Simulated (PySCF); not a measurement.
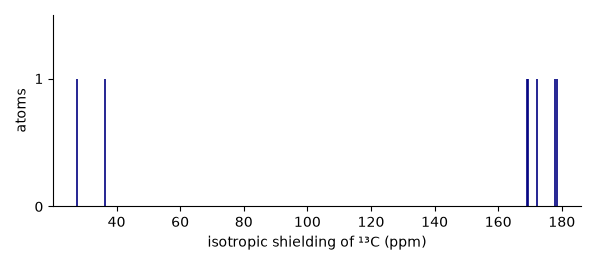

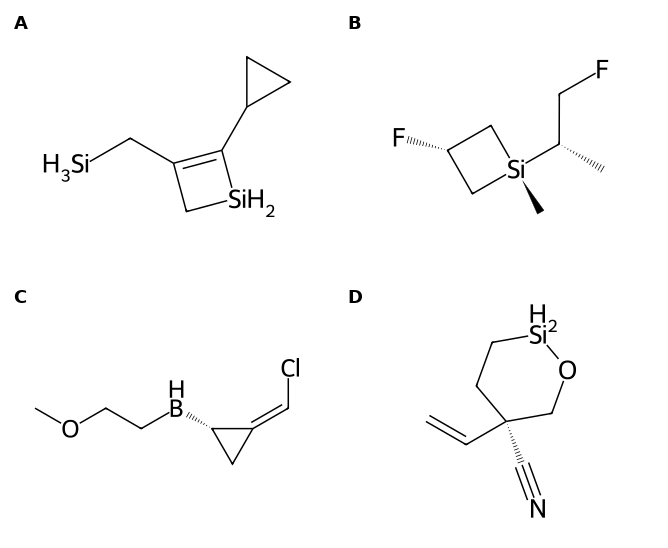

The sticks are computed shieldings of one of the molecules, for one fixed geometry (GFN2-xTB) without averaging over rotations. Low shielding means a high chemical shift. Method: GIAO PBE0/pcSseg-1 NMR shielding, non-relativistic, gas phase (PySCF 2.14.0).

Question: Match the spectrum to a structure.

Answer: A, `[SiH3]CC1=C(C2CC2)[SiH2]C1`. Its 7 C atoms give lines at 27.6, 36.3, 168.9, 169.5, 172.1, 177.8, 178.4 ppm.

The geometry is semi-empirical. Around B, Si such bond lengths and angles can be off by a tenth of an ångström or more and by several degrees, and values that hang on the shape move with them.
